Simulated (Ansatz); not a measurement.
**HOSi$_{2}$ (SMILES [O-][SiH]=[Si]) (charge −1, triplet): density, localisation and related maps**

The calculation's input:

```
crystal:
  periodic: [false, false, false]
  atoms:
    - {symbol: O, position_ang: [-3.747784, -1.910455, -0.710750]}
    - {symbol: Si, position_ang: [-3.205586, -1.069480, 0.514014]}
    - {symbol: Si, position_ang: [-2.807557, -1.549783, 2.737251]}
    - {symbol: H, position_ang: [-2.880575, 0.379096, 0.109173]}
basis:
  gaussian:
    orbitals: def2-TZVPD
total_charge: -1
magnetization:
  spin_polarized: true
  initial_magnetization: 2
hamiltonian:
  xc: pbe0
output:
  forces: true
  orbitals: {seedname: orbitals}
```

Run with:

```sh
ansatz run input.yaml --threads 1 --pin off --max-ram 2610MiB --events-out events.jsonl --progress --plain --runs-dir runs
```

Geometry: r2SCAN-D4/def2-SVPD.

The calculation used isolated molecule in a Gaussian basis; Kohn-Sham density functional theory, functional PBE0 in Ansatz 0.2.0.

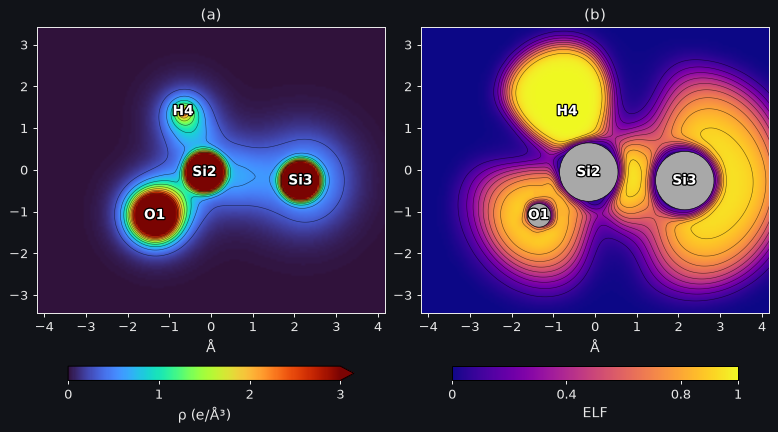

Figure 1. (a) electron density; (b) ELF on the molecular plane. Grey discs cover the atomic cores in the ELF map.

### Read the bonding off the picture.

The section cuts through O, Si and H sites.
Si–O (1.58 Å): ρ at the midpoint is about 1.4 e/Å³; the ELF peaks at about 0.85 between the atoms; a short, strongly polar bond.
Si–Si (2.31 Å): ρ is about 0.61 e/Å³ halfway; the ELF peaks at about 0.95 between the atoms (a covalent bond).
Si–H (1.54 Å): ρ at the midpoint is about 0.72 e/Å³; the ELF climbs to about 1 towards the hydrogen, as it does in any bond to H.
The ELF also peaks beside O1 and Si3, away from the bonds: non-bonding electrons, paired or unpaired.

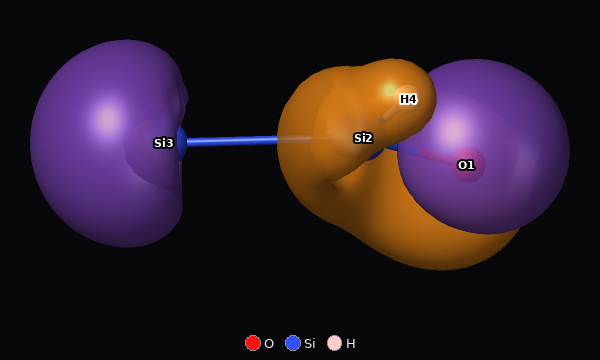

Figure 2. The HOMO−1 (β) at ±0.1 Å⁻³ᐟ² (orange and purple are the two phases), seen from one side.

### What is the character of this orbital?

By Hirshfeld shares it lies mainly on O1 (about 60 %), Si3 (about 20 %) and Si2 (about 15 %); it is symmetric in the molecular plane (an in-plane orbital: σ, lone-pair or in-plane π type). Its energy is −3.20 eV.

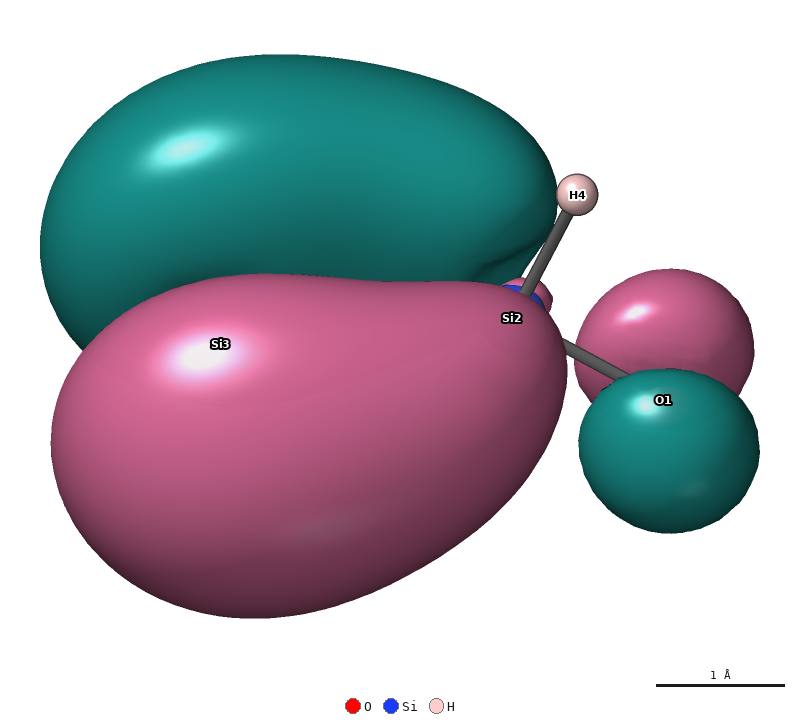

Figure 3. The HOMO−1 (α) at ±0.08 Å⁻³ᐟ² (teal and pink are the two phases), seen at an oblique angle.

### Describe this orbital and give its energy.

Its weight (Hirshfeld) is mainly on Si3 (about 65 %), Si2 (about 25 %) and O1 (about 10 %); it changes sign across the molecular plane (π type); π-bonding across Si2–Si3; π-antibonding (a node) across O1–Si2. Its energy is −1.12 eV.
